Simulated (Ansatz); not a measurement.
C$_{2}$H$_{6}$Si: geometry relaxation (part 2 of 2)

The same run, continued: C$_{2}$H$_{6}$Si; RKS PBE0-D4/def2-TZVP (Ansatz 0.2.0). The geometry: GFN2-xTB start.

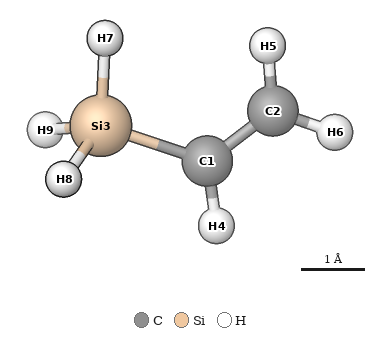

The geometry at step 12 of the log (ball-and-stick view, seen at a tilt; atoms are numbered from 1 in the order of the input).

Trajectory as extended XYZ, continued
```
9
Properties=species:S:1:pos:R:3:forces:R:3 step=6 energy=-10043.51782
C    -0.2366    0.2797    0.6156    0.0536  -0.1366   0.2867
C     0.4119   -0.6083    1.3703    0.0819   0.0155  -0.1015
Si   -0.1920    0.3141   -1.2498    0.0054   0.0180  -0.0073
H    -0.8357    1.0181    1.1535    0.0079  -0.0456  -0.1800
H     1.0547   -1.3925    0.9630   -0.1497   0.1707  -0.0305
H     0.3412   -0.5871    2.4548   -0.0033  -0.0119  -0.0060
H     1.2080    0.1664   -1.7364   -0.0421  -0.0111   0.0063
H    -0.7476    1.6043   -1.7444    0.0347  -0.0390   0.0140
H    -1.0040   -0.7947   -1.8267    0.0116   0.0401   0.0183
9
Properties=species:S:1:pos:R:3:forces:R:3 step=7 energy=-10043.51953
C    -0.2689    0.2556    0.6132    0.0578  -0.1557   0.4898
C     0.4486   -0.5838    1.3705    0.0284   0.0442  -0.2562
Si   -0.1999    0.3102   -1.2520   -0.0055   0.0250  -0.0546
H    -0.9482    0.9342    1.1553    0.2257  -0.2462  -0.3333
H     1.1683   -1.3154    0.9707   -0.3450   0.3886   0.0359
H     0.3487   -0.5774    2.4536    0.0312  -0.0358  -0.0294
H     1.1974    0.0502   -1.7167   -0.1490   0.0053   0.0370
H    -0.6465    1.6516   -1.7421    0.0740  -0.1499   0.0516
H    -1.0994   -0.7252   -1.8527    0.0824   0.1244   0.0591
9
Properties=species:S:1:pos:R:3:forces:R:3 step=8 energy=-10043.53397
C    -0.2760    0.2496    0.6168    0.0146  -0.0776   0.3002
C     0.4553   -0.5734    1.3724    0.0725  -0.0183  -0.1881
Si   -0.2004    0.3068   -1.2475    0.0122   0.0268  -0.0057
H    -0.9755    0.9111    1.1453    0.1410  -0.1853  -0.2281
H     1.1953   -1.2727    0.9617   -0.2777   0.2743   0.0475
H     0.3472   -0.5895    2.4542    0.0407  -0.0068  -0.0170
H     1.1849    0.0160   -1.7149   -0.0634  -0.0123   0.0310
H    -0.6113    1.6542   -1.7366    0.0367  -0.0651   0.0265
H    -1.1196   -0.7020   -1.8514    0.0234   0.0643   0.0335
9
Properties=species:S:1:pos:R:3:forces:R:3 step=9 energy=-10043.56401
C    -0.3214    0.2020    0.6159    0.0205  -0.0297   0.0471
C     0.4904   -0.5301    1.3757   -0.0174   0.0332  -0.0732
Si   -0.2061    0.2964   -1.2403    0.0258  -0.0278  -0.0015
H    -1.1105    0.7676    1.1111    0.0042  -0.0257  -0.0058
H     1.2985   -1.1208    0.9512   -0.0044   0.0366  -0.0006
H     0.3839   -0.5774    2.4557   -0.0030   0.0025   0.0059
H     1.1441   -0.1401   -1.6898   -0.0257  -0.0131   0.0285
H    -0.4537    1.6879   -1.7056    0.0108  -0.0067   0.0060
H    -1.2251   -0.5856   -1.8740   -0.0108   0.0306  -0.0064
9
Properties=species:S:1:pos:R:3:forces:R:3 step=10 energy=-10043.55997 accepted=F
C    -0.3677    0.1579    0.6186   -0.1250   0.1400  -0.1330
C     0.5252   -0.4853    1.3630    0.0059  -0.0490   0.0435
Si   -0.2088    0.2735   -1.2262   -0.1530   0.1040  -0.1010
H    -1.2270    0.6402    1.0845    0.0540  -0.1156   0.1407
H     1.3950   -0.9574    0.9075   -0.0645   0.0127   0.1043
H     0.4269   -0.5787    2.4420    0.0481   0.0248  -0.0294
H     1.1186   -0.2995   -1.5792   -0.0825  -0.0055  -0.1453
H    -0.3284    1.6832   -1.6983    0.1468  -0.0116   0.0611
H    -1.3337   -0.4338   -1.9120    0.1701  -0.0999   0.0591
9
Properties=species:S:1:pos:R:3:forces:R:3 step=11 energy=-10043.57338
C    -0.3457    0.1786    0.6146    0.0045  -0.0123   0.0175
C     0.5067   -0.5063    1.3726   -0.0083   0.0168  -0.0260
Si   -0.2109    0.2890   -1.2374   -0.0002   0.0010  -0.0101
H    -1.1721    0.6921    1.1056    0.0083  -0.0286   0.0028
H     1.3524   -1.0394    0.9454   -0.0077   0.0220   0.0044
H     0.3994   -0.5695    2.4521    0.0020   0.0047  -0.0020
H     1.1182   -0.2207   -1.6689   -0.0111  -0.0115   0.0103
H    -0.3731    1.6974   -1.6911    0.0136  -0.0122   0.0040
H    -1.2749   -0.5212   -1.8927   -0.0010   0.0201  -0.0008
9
Properties=species:S:1:pos:R:3:forces:R:3 step=12 energy=-10043.57807
C    -0.3675    0.1558    0.6140   -0.0175  -0.0199   0.0480
C     0.5219   -0.4836    1.3710   -0.0125   0.0205  -0.0530
Si   -0.2154    0.2842   -1.2346   -0.0082   0.0013  -0.0570
H    -1.2307    0.6137    1.1011    0.0881  -0.0401  -0.0144
H     1.3985   -0.9659    0.9412   -0.0600   0.0557   0.0333
H     0.4163   -0.5570    2.4502    0.0016  -0.0079  -0.0080
H     1.0914   -0.2945   -1.6533   -0.0406   0.0119   0.0070
H    -0.2952    1.7051   -1.6804    0.0130  -0.0521   0.0252
H    -1.3193   -0.4579   -1.9091    0.0360   0.0306   0.0189
9
Properties=species:S:1:pos:R:3:forces:R:3 step=13 energy=-10043.52979 accepted=F
C    -0.3960    0.0944    0.6033   -0.1322   0.6508  -0.4256
C     0.5174   -0.4673    1.3670    0.4855  -0.3237   0.5152
Si   -0.2241    0.2611   -1.2420   -0.0418   0.0404   0.0871
H    -1.2100    0.5895    1.1144   -0.5232  -0.1710  -0.0313
H     1.4515   -0.8278    0.9660    0.1543  -0.3734  -0.1501
H     0.3936   -0.5792    2.4401    0.0423   0.1674   0.0587
H     1.0528   -0.3610   -1.6720    0.0409  -0.0315   0.0002
H    -0.2308    1.6929   -1.6347   -0.0029   0.0628  -0.0409
H    -1.3544   -0.4026   -1.9421   -0.0230  -0.0219  -0.0133
9
Properties=species:S:1:pos:R:3:forces:R:3 step=14 energy=-10043.57992
C    -0.3723    0.1394    0.6093   -0.0101   0.0016   0.0128
C     0.5276   -0.4731    1.3737    0.0065  -0.0016  -0.0071
Si   -0.2184    0.2803   -1.2385    0.0072  -0.0060   0.0097
H    -1.2436    0.5759    1.0960   -0.0027  -0.0033  -0.0020
H     1.4200   -0.9300    0.9539   -0.0068   0.0085  -0.0026
H     0.4157   -0.5479    2.4521    0.0006   0.0025  -0.0060
H     1.0724   -0.3241   -1.6618   -0.0016  -0.0021  -0.0074
H    -0.2625    1.7050   -1.6665    0.0057  -0.0025   0.0025
H    -1.3389   -0.4257   -1.9182    0.0012   0.0028   0.0002
9
Properties=species:S:1:pos:R:3:forces:R:3 step=15 energy=-10043.58031
C    -0.3803    0.1290    0.6089    0.0002   0.0026   0.0169
C     0.5317   -0.4649    1.3739    0.0084   0.0081  -0.0101
Si   -0.2191    0.2766   -1.2374   -0.0082   0.0053  -0.0138
H    -1.2618    0.5478    1.0936    0.0110  -0.0135  -0.0092
H     1.4356   -0.8996    0.9546   -0.0214   0.0024   0.0035
H     0.4201   -0.5425    2.4520    0.0023  -0.0009   0.0003
H     1.0605   -0.3498   -1.6644   -0.0075   0.0016   0.0033
H    -0.2332    1.7049   -1.6576    0.0031  -0.0096   0.0034
H    -1.3535   -0.4016   -1.9236    0.0122   0.0040   0.0057
9
Properties=species:S:1:pos:R:3:forces:R:3 step=16 energy=-10043.58032
C    -0.3823    0.1265    0.6087   -0.0004   0.0099  -0.0021
C     0.5341   -0.4595    1.3738   -0.0093  -0.0294   0.0038
Si   -0.2201    0.2765   -1.2372    0.0010  -0.0025  -0.0058
H    -1.2670    0.5374    1.0931   -0.0038   0.0037  -0.0004
H     1.4375   -0.8929    0.9538    0.0080   0.0086  -0.0021
H     0.4220   -0.5405    2.4516    0.0050   0.0075   0.0032
H     1.0558   -0.3570   -1.6638   -0.0003   0.0017   0.0017
H    -0.2238    1.7052   -1.6548   -0.0024  -0.0046  -0.0004
H    -1.3562   -0.3957   -1.9253    0.0021   0.0052   0.0021
9
Properties=species:S:1:pos:R:3:forces:R:3 step=17 energy=-10043.58037
C    -0.3823    0.1270    0.6090    0.0001   0.0002  -0.0005
C     0.5330   -0.4617    1.3737   -0.0023   0.0007   0.0011
Si   -0.2198    0.2763   -1.2371    0.0010  -0.0004  -0.0010
H    -1.2667    0.5393    1.0930    0.0005  -0.0002   0.0007
H     1.4373   -0.8929    0.9532    0.0012  -0.0006  -0.0012
H     0.4227   -0.5407    2.4518    0.0002   0.0000   0.0003
H     1.0567   -0.3561   -1.6630   -0.0002   0.0002   0.0006
H    -0.2252    1.7046   -1.6557   -0.0002   0.0004   0.0001
H    -1.3557   -0.3958   -1.9250   -0.0003  -0.0003   0.0000
```

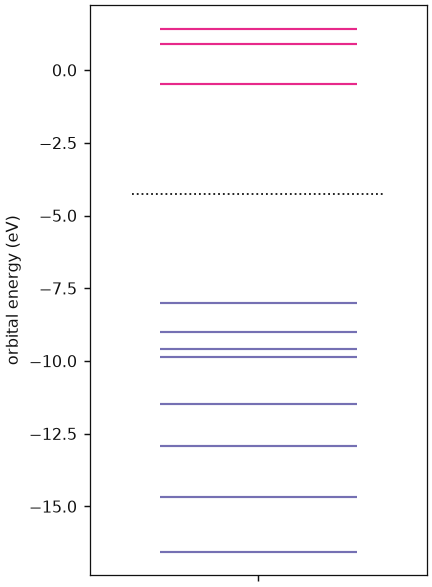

Orbital energies near the frontier; the dotted line parts filled from empty levels, and levels within 0.02 eV of each other stand side by side. Highest filled −8.01 eV, lowest empty −0.48 eV, 7.53 eV apart.

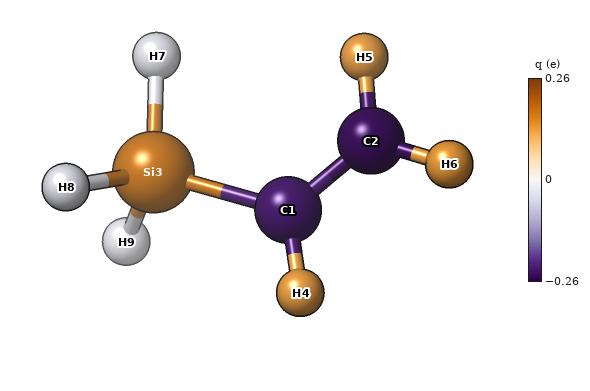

Mulliken charges, as the colour of each atom (ball-and-stick view, seen at a tilt; atoms are numbered from 1 in the order of the input). By element: C −0.25 to −0.23, Si +0.18 and H −0.03 to +0.13 e.

The run was set up as follows.

Input file
```yaml
crystal:
  periodic: [false, false, false]
  atoms:
    - {symbol: C, position_ang: [-0.191950, 0.308490, 0.622900]}
    - {symbol: C, position_ang: [0.365850, -0.631300, 1.369960]}
    - {symbol: Si, position_ang: [-0.176760, 0.316070, -1.261420]}
    - {symbol: H, position_ang: [-0.690650, 1.127900, 1.127610]}
    - {symbol: H, position_ang: [0.875990, -1.474390, 0.930930]}
    - {symbol: H, position_ang: [0.342230, -0.611560, 2.450050]}
    - {symbol: H, position_ang: [1.205630, 0.321280, -1.746530]}
    - {symbol: H, position_ang: [-0.869240, 1.519950, -1.725950]}
    - {symbol: H, position_ang: [-0.861100, -0.876430, -1.767560]}
basis:
  gaussian: {orbitals: def2-TZVP}
hamiltonian: {xc: pbe0, dispersion: d4}
scf: {lower_state_search: "off"}
output: {orbitals: {seedname: orbitals}}
relax: {f_tol: 0.02, max_steps: 100}
```

Launched with:
```bash
ansatz run in.yaml --threads 2 --pin off --events-out ev --progress --plain --max-ram 4352MiB
```

Results in brief

- outcome: converged
- total energy: −10043.5804 eV
- mean-field energy: −10043.4578 eV
- dispersion energy: −0.1226 eV
- HOMO: −8.01 eV
- LUMO: −0.48 eV
- largest force (length of the vector) at the end: 0.003 eV/Å
- dipole moment: 0.77 D
- hardware: 2 threads of AMD EPYC, 149 GiB of memory available, shared host
- wall time: 14 s (CPU time 25 s)
- peak memory: 0.23 GiB
